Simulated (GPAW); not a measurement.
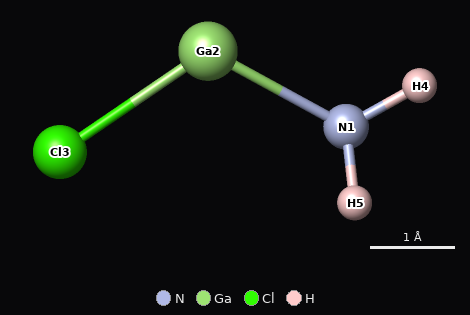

The structure as given in the input (ball-and-stick view, seen at a tilt; atoms are numbered from 1 in the order of the input). Sticks mark near contacts. Bond lengths as drawn: Cl–Ga 2.16 Å, Ga–N 1.94 Å and H–N 1.02 Å.

**Run report: GaNH2Cl, property calculation**

- system: GaNH2Cl, multiplicity 2, SMILES [NH2][Ga][Cl]
- method: PBE/real-space grid, UKS, scalar-relativistic datasets (GPAW 26.7.0)

The geometry comes from this level: GFN2-xTB.

## Input (calc.py)
```python
import numpy as np
from ase.io import read
from ase.units import Debye
from gpaw import GPAW

# Atomic positions
system = read('run.xyz')
system.center(vacuum=4.5)
system.set_initial_magnetic_moments([0.333333, 0.333333, 0.333333, 0.0, 0.0])

# GPAW settings
calculator = GPAW(mode='fd',
                  h=0.18,
                  xc='PBE',
                  occupations={'name': 'fermi-dirac', 'width': 0.0, 'fixmagmom': True},
                  maxiter=150,
                  symmetry='off',
                  txt='-')
system.calc = calculator

energy = system.get_potential_energy()
print(f'Energy                  {energy:.5f} eV')
forces = system.get_forces()
print('Forces (eV/Ang)')
for symbol, f in zip(system.symbols, forces):
    print(f'{symbol:2} {f[0]:9.4f} {f[1]:9.4f} {f[2]:9.4f}')
dipole = system.get_dipole_moment() / Debye
print(f'Dipole: {np.linalg.norm(dipole):.3f} D')
print('Moments:', system.get_magnetic_moments().round(3))
```

## File run.xyz
```
5

N     -0.657390     0.491410    -0.242130
Ga     0.983970     0.110520     0.714870
Cl     1.306480    -1.988020     1.113600
H     -0.857160     1.453510    -0.501610
H     -0.775900    -0.067420    -1.084730
```

Launched with:
```bash
python3 -u calc.py | tee calc.out
```

## The program's output
```
__  _  _
 | _ |_)|_||  |
 |__||  | ||/\| - 26.7.0

units:  Angstrom and eV
cores:  1
OpenMP: False

Versions:
  Python: 3.12.14
  ASE:    3.29.0
  Numpy:  2.5.5
  Scipy:  1.18.1
  Libxc:  7.0.0

        _gpaw.cpython-312-x86_64-linux-gnu.so

Input parameters:
  mode=FD(),
  h=0.18,
  maxiter=150,
  occupations=Occupations(name='fermi-dirac', width=0.0, fixmagmom=True),
  symmetry=Symmetry(point_group=False, time_reversal=False),
  xc=XC(name='PBE')

Diagonalizing LCAO Hamiltonian
Converting LCAO to fd mode
         .--------------------------.
        /|                          |
       / |                          |
      /  |                          |
     /   |                          |
    /    |                          |
   /     |                          |
  /      |                          |
 *       |                          |
 |       |                          |
 |       |           Ga             |
 |       |       N  Cl              |
 |       |      H                   |
 |       |                          |
 |       .--------------------------.
 |      /                          /
 |     /                          /
 |    /                          /
 |   /                          /
 |  /                          /
 | /                          /
 |/                          /
 *--------------------------*

Atoms  # Å, Bohr magnetons
|   | symbol |        x |        y |        z |    initial magnetic moments |
|---|--------|----------|----------|----------|-----------------------------|
| 0 |      N | 4.699770 | 6.979430 | 5.342600 | ( 0.0000,  0.0000,  0.3333) |
| 1 |     Ga | 6.341130 | 6.598540 | 6.299600 | ( 0.0000,  0.0000,  0.3333) |
| 2 |     Cl | 6.663640 | 4.500000 | 6.698330 | ( 0.0000,  0.0000,  0.3333) |
| 3 |      H | 4.500000 | 7.941530 | 5.083120 | ( 0.0000,  0.0000,  0.0000) |
| 4 |      H | 4.581260 | 6.420600 | 4.500000 | ( 0.0000,  0.0000,  0.0000) |

Unit cell  # Å
| periodic |         x |         y |         z |   lengths |    angles |
|----------|-----------|-----------|-----------|-----------|-----------|
|       no | 11.163640 |  0.000000 |  0.000000 | 11.163640 | 90.000000 |
|       no |  0.000000 | 12.441530 |  0.000000 | 12.441530 | 90.000000 |
|       no |  0.000000 |  0.000000 | 11.198330 | 11.198330 | 90.000000 |

Number of symmetries: 1
Symmetry operations  # r_c * U_cc + t_c -> r_c
|   | kind |            matrix            |
|---|------|------------------------------|
| 0 |  E   |  1, 0, 0,  0, 1, 0,  0, 0, 1 |

BZ-sampling:
  Number of BZ points: 1
  Number of IBZ points: 1

  Monkhorst-Pack size: [1, 1, 1]
  Monkhorst-Pack shift: [0, 0, 0]

K-points  # in reciprocal-cell coordinates
|   |                                coordinates |     weight |
|---|--------------------------------------------|------------|
| 0 | (  0.00000000,   0.00000000,   0.00000000) | 1.00000000 |

Uniform wave function grid shape: (np.int64(63), np.int64(67), np.int64(63))
Spin-components: 2 (collinear spins)
Bands:           14
Projectors:      21
Spin-degeneracy: 1
Datatype:        float64

  Storage: CPU
  Wave functions: 59_566_752 bytes (59_566_752 per core)

Parallelization:
  kpt:    1
  domain: 1
  band:   1

Density:
  Valence electrons: 17.0
  Components: 2
  Grid points: [64 68 64]
  Charge: 0.0  # |e|

Potential:
  Grid points: [64 68 64]

species:
  N:
    name:    Nitrogen
    Z:       7.0
    valence: 5
    core:    2
    charge:  0.0  # [|e|]
    file:    N.PBE.gz
    compensation charges:
      type: gauss
      rc: 0.18  # [Å]
      lmax: 2
    cutoffs:
      filter: 1.11  # [Å]
      core: 0.96  # [Å]
    projectors
    | kind |    occ | energy [eV] | rcut [Å] |
    |------|--------|-------------|----------|
    |   2s |  2.000 |     -18.583 |    0.603 |
    |   2p |  3.000 |      -7.089 |    0.529 |
    |    s |        |       8.629 |    0.603 |
    |    p |        |      20.123 |    0.529 |
    |    d |        |       0.000 |    0.577 |

    Using partial waves for N as LCAO basis

  Ga:
    name:    Gallium
    Z:       31.0
    valence: 3
    core:    28
    charge:  0.0  # [|e|]
    file:    Ga.PBE.gz
    compensation charges:
      type: gauss
      rc: 0.37  # [Å]
      lmax: 2
    cutoffs:
      filter: 2.06  # [Å]
      core: 4.17  # [Å]
    projectors
    | kind |    occ | energy [eV] | rcut [Å] |
    |------|--------|-------------|----------|
    |   4s |  2.000 |      -8.945 |    1.164 |
    |   4p |  1.000 |      -2.580 |    1.164 |
    |    s |        |      18.266 |    1.164 |
    |    p |        |      24.631 |    1.164 |
    |    d |        |       0.000 |    1.164 |

    Using partial waves for Ga as LCAO basis

  Cl:
    name:    Chlorine
    Z:       17.0
    valence: 7
    core:    10
    charge:  0.0  # [|e|]
    file:    Cl.PBE.gz
    compensation charges:
      type: gauss
      rc: 0.25  # [Å]
      lmax: 2
    cutoffs:
      filter: 1.40  # [Å]
      core: 1.49  # [Å]
    projectors
    | kind |    occ | energy [eV] | rcut [Å] |
    |------|--------|-------------|----------|
    |   3s |  2.000 |     -20.689 |    0.794 |
    |   3p |  5.000 |      -8.594 |    0.794 |
    |    s |        |       6.523 |    0.794 |
    |    p |        |      18.617 |    0.794 |
    |    d |        |       0.000 |    0.794 |

    Using partial waves for Cl as LCAO basis

  H:
    name:    Hydrogen
    Z:       1.0
    valence: 1
    core:    0
    charge:  0.0  # [|e|]
    file:    H.PBE.gz
    compensation charges:
      type: gauss
      rc: 0.15  # [Å]
      lmax: 2
    cutoffs:
      filter: 0.85  # [Å]
      core: 0.53  # [Å]
    projectors
    | kind |    occ | energy [eV] | rcut [Å] |
    |------|--------|-------------|----------|
    |   1s |  1.000 |      -6.494 |    0.476 |
    |    s |        |      20.717 |    0.476 |
    |    p |        |       0.000 |    0.476 |

    Using partial waves for H as LCAO basis

Reference energy: -66946.322753  # eV

eigensolver:
  PPCG
  Converge bands: occupied
  niter=2

density mixing:
  MSR1-Mixer
  Pratt-step length: 0.05
  Maximum mixing coefficient: 0.75
  Old densities: 10
  SVD Regularization: 0.005
  Good broyden scale: 1.0
  Trust region scale: 1.0
  Backstep threshold: 4.0
  History deletion threshold: 6.0
  Fourier metric: weight=20.0, sigma=0.015

occupation numbers:
  Fixed magnetic moment: 1.000
  # Zero width

FastPoissonSolver using
    Stencil: 6*3+1=19 point O(h^6) finite-difference Laplacian
    FFT axes: []
    FST axes: [np.int64(0), np.int64(2), np.int64(1)]

xc functional:
  name: PBE with 2 nearest neighbor stencil
interpolation: tri-quintic # 5. degree polynomial

Initialization done in: 2.892 s

convergence criteria:
- Maximum [total energy] change in last 3 cyles: 0.0005 eV / valence electron
- Maximum integral of absolute [dens]ity change: 0.0001 electrons / valence electron
- Maximum integral of absolute [eigenst]ate change: 4e-08 eV^2 / valence electron
maximum number of iterations: 150

SCF iterations
|iter     |     time |      energy | eigst |  dens |  magmom |
|---------|----------|-------------|-------|-------|---------|
|iter:   1| 00:00:04 |  -23.440412 | +0.94 |       |  +0.9857|
|iter:   2| 00:00:07 |  -22.638471 | -0.11 | -0.59 |  +0.9864|
|iter:   3| 00:00:09 |  -20.596631 | +0.31 | -0.63 |  +0.9939|
|iter:   4| 00:00:11 |  -20.497559 | +0.10 | -1.03 |  +0.9961|
|iter:   5| 00:00:13 |  -20.474178 | -0.94 | -1.25 |  +0.9987|
|iter:   6| 00:00:16 |  -20.477223 | -1.56 | -1.71 |  +0.9999|
|iter:   7| 00:00:18 |  -20.477069c| -2.58 | -2.25 |  +0.9999|
|iter:   8| 00:00:20 |  -20.477367c| -3.07 | -2.50 |  +1.0000|
|iter:   9| 00:00:23 |  -20.477373c| -3.77 | -3.03 |  +1.0000|
|iter:  10| 00:00:25 |  -20.477377c| -4.51 | -3.55 |  +1.0000|
|iter:  11| 00:00:28 |  -20.477378c| -5.01 | -3.91 |  +1.0000|
|iter:  12| 00:00:30 |  -20.477378c| -5.75 | -4.28c|  +1.0000|
|iter:  13| 00:00:33 |  -20.477378c| -6.20 | -4.70c|  +1.0000|
|iter:  14| 00:00:35 |  -20.477378c| -6.91 | -5.10c|  +1.0000|
|iter:  15| 00:00:37 |  -20.477378c| -7.39 | -5.38c|  +1.0000|
|iter:  16| 00:00:39 |  -20.477378c| -7.75c| -5.83c|  +1.0000|

Converged in 16 steps
SCF loop duration: 36.402 s (2.275 s/step)
Energy contributions relative to reference atoms: (reference = -66946.322753)

Energy contributions:
  Kinetic:          28.069480
  Coulomb:         -29.128372
  Zero:              0.565751
  External:          0.000000
  Xc:              -19.984237
  Entropy:           0.000000
  Spinorbit:         0.000000
  ----------------------------
  Free energy:     -20.477378
  Extrapolated:    -20.477378

dipole moment: (-0.044233, 0.479439, -0.273707)  # |e|*Ang

Total magnetic moment: (0.000000, 0.000000, 0.999999)

Local magnetic moments
|        x |        y |         z |
|----------|----------|-----------|
| 0.000000 | 0.000000 |  0.094459 |  # N    0
| 0.000000 | 0.000000 |  0.242592 |  # Ga   1
| 0.000000 | 0.000000 |  0.069159 |  # Cl   2
| 0.000000 | 0.000000 | -0.001486 |  # H    3
| 0.000000 | 0.000000 |  0.002165 |  # H    4

Fermi levels: -5.424, -4.414
Eigenvalues  # (at kpt = [0.000, 0.000, 0.000])
| band index |      eig [eV] | occ [0-1] |      eig [eV] | occ [0-1] |
|------------|---------------|-----------|---------------|-----------|
|          0 |       -20.999 |     1.000 |       -20.724 |     1.000 |
|          1 |       -20.031 |     1.000 |       -19.879 |     1.000 |
|          2 |       -11.879 |     1.000 |       -11.778 |     1.000 |
|          3 |       -11.404 |     1.000 |       -11.084 |     1.000 |
|          4 |        -9.158 |     1.000 |        -8.872 |     1.000 |
|          5 |        -7.847 |     1.000 |        -7.776 |     1.000 |
|          6 |        -7.732 |     1.000 |        -7.618 |     1.000 |
|          7 |        -6.844 |     1.000 |        -6.546 |     1.000 |
|          8 |        -5.424 |     1.000 |        -4.414 |     0.000 |
|          9 |        -2.105 |     0.000 |        -1.592 |     0.000 |
|         10 |        -0.743 |     0.000 |        -0.566 |     0.000 |
|         11 |        -0.304 |     0.000 |         0.019 |     0.000 |
|         12 |         0.415 |     0.000 |         0.704 |     0.000 |
|         13 |         0.801 |     0.000 |         0.954 |     0.000 |

Gap: 1.122 eV
Transition (v -> c):
  (s=1, k=0, n=7, [0.00, 0.00, 0.00]) -> (s=0, k=0, n=8, [0.00, 0.00, 0.00])
No difference between direct/indirect transitions
vacuum-level: 0.000  # V
Energy                  -20.47738 eV

Forces  # eV/Ang
|        x |        y |        z |
|----------|----------|----------|
|  0.10591 | -0.16611 |  0.33639 |  # N    0
| -0.44430 |  0.94879 | -0.36624 |  # Ga   1
|  0.12630 | -0.77506 |  0.12152 |  # Cl   2
|  0.18583 |  0.28072 |  0.07568 |  # H    3
|  0.06640 | -0.27463 | -0.16020 |  # H    4

Force computation time: 0.082  # s
Forces (eV/Ang)
N     0.1059   -0.1661    0.3364
Ga   -0.4443    0.9488   -0.3662
Cl    0.1263   -0.7751    0.1215
H     0.1858    0.2807    0.0757
H     0.0664   -0.2746   -0.1602
Dipole: 2.660 D
Moments: [ 0.094  0.243  0.069 -0.001  0.002]
```

## Results in brief

```tsv
quantity	value
outcome	converged
energy relative to the program's reference atoms	−20.4774 eV
largest force	1.110 eV/Å
dipole moment	2.66 D
hardware	1 thread of Intel Xeon (Granite Rapids), 12 GiB of memory available, shared host
wall time	40 s
peak memory	0.94 GiB
```
